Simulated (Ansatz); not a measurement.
GaH$_{2}$···H$_{2}$ (doublet)

```xyz
5

Ga    0.0000    0.0000   -0.3259
H     0.0000    0.0000    2.4486
H     1.4042    0.0000   -1.1332
H    -1.4042    0.0000   -1.1332
H     0.0000    0.0000    3.1736
```

Not at a stationary point (largest force 2.0 eV/Å).

Level of theory: Ansatz, UKS PBE/def2-SVP.

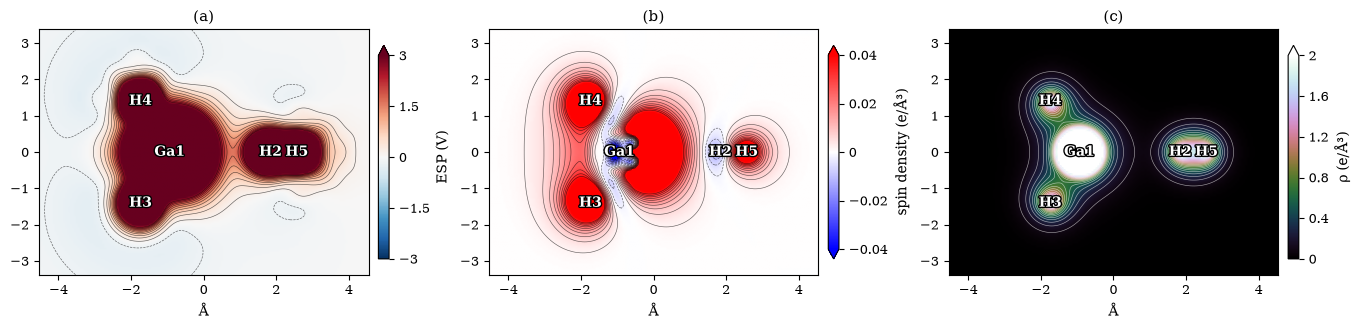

Figure 1. (a) molecular electrostatic potential; (b) spin density; (c) total electron density on the molecular plane.

What do the fields say about this system?

The section cuts through Ga and H sites. Ga1···H2 (2.77 Å): the density falls to about 0.08 e/Å³ on the way. H–H (0.73 Å): ρ is about 1.8 e/Å³ halfway. Ga–H (1.62 Å): the density is about 0.85 e/Å³ at the midpoint. The unpaired spin (1 electron) lies mostly on Ga1 (about 0.7), H3 (about 0.1) and H4 (about 0.1), in electrons by Hirshfeld's partition. Outside the dense part of the complex the potential is most negative (−0.3 V) near H3 and H4.

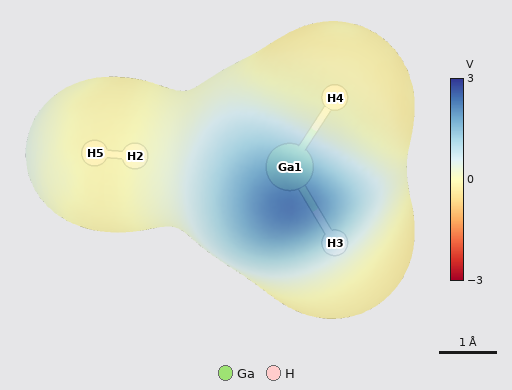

Figure 2. The electrostatic potential painted on the density surface at 0.002 e/bohr³, seen at a tilt; red is negative and blue positive.

Which sites attract a positive test charge, and which a negative one?

A positive charge is drawn to the negative regions and a negative charge to the positive ones. The most negative region (about −0.3 V) lies over H3 and H4, the most positive (about +2.4 V) over Ga1.

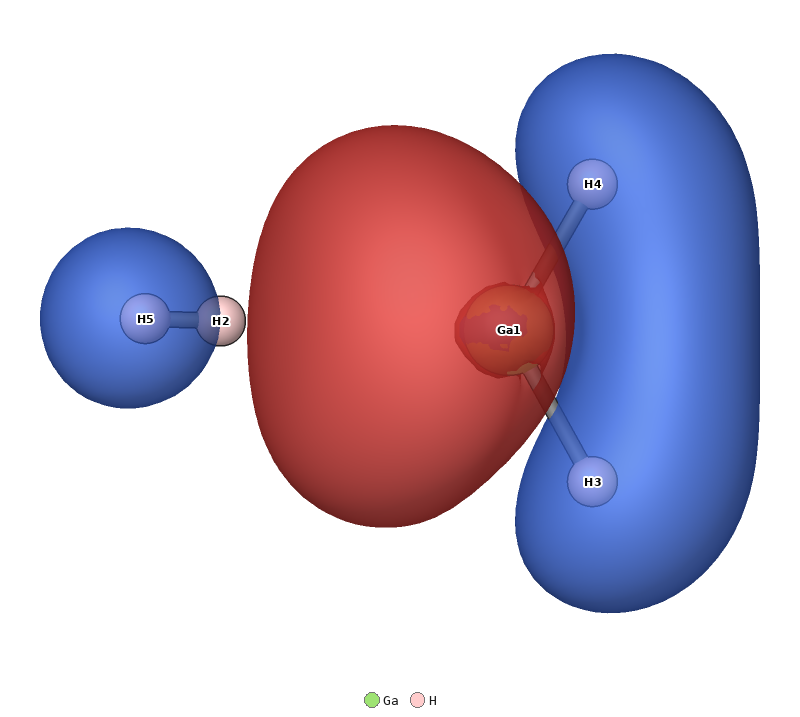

Figure 3. One frontier orbital at ±0.06 Å⁻³ᐟ² (red and blue are the two phases), seen at a tilt.

Which orbital is it: HOMO (β) or LUMO (β)?

The LUMO (β), at −3.35 eV. Its weight (Hirshfeld) is mainly on Ga1 (about 70 %), H3 (about 10 %) and H4 (about 10 %); it is symmetric in the molecular plane (an in-plane orbital: σ, lone-pair or in-plane π type).

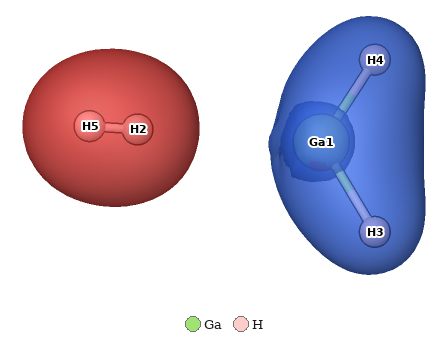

Figure 4. The HOMO−1 (β) at ±0.1 Å⁻³ᐟ² (red and blue are the two phases), seen at a tilt.

What is the character of this orbital?

By Hirshfeld shares it lies mainly on H5 (about 30 %), H2 (about 30 %), Ga1 (about 25 %), H3 (about 5 %) and H4 (about 5 %); it is symmetric in the molecular plane (an in-plane orbital: σ, lone-pair or in-plane π type). Its energy is −10.13 eV.
